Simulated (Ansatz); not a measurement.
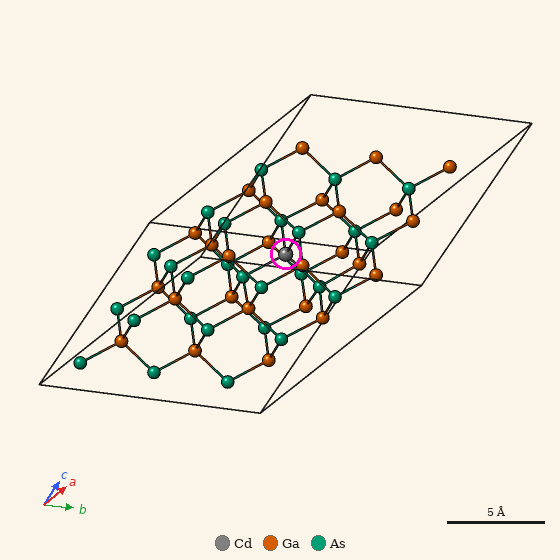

A ball-and-stick picture of a crystal structure, seen from a general direction. The frame is the supercell; atoms at its boundary are shown with their periodic copies. The host is GaAs, in a cell of 54 sites, and the cell is neutral. A ring marks the defect's site.

Q: Spot the defect.

A: Cadmium on a gallium site (a substitutional impurity). It is bonded to four As in a tetrahedral arrangement at about 2.5 Å.

Level of theory: Ansatz, DFT LDA, scalar-relativistic, plane waves, PAW. Settings were cutoff 420 eV, Brillouin-zone sampling on a 2×2×2 mesh, Gaussian smearing of 0.02 eV, collinear spins.

Q: Does the calculation give a net moment?

A: No net moment.

The atoms were relaxed in the host's cell with DFT LDA, scalar-relativistic, plane waves, PAW (Ansatz 0.2.0).
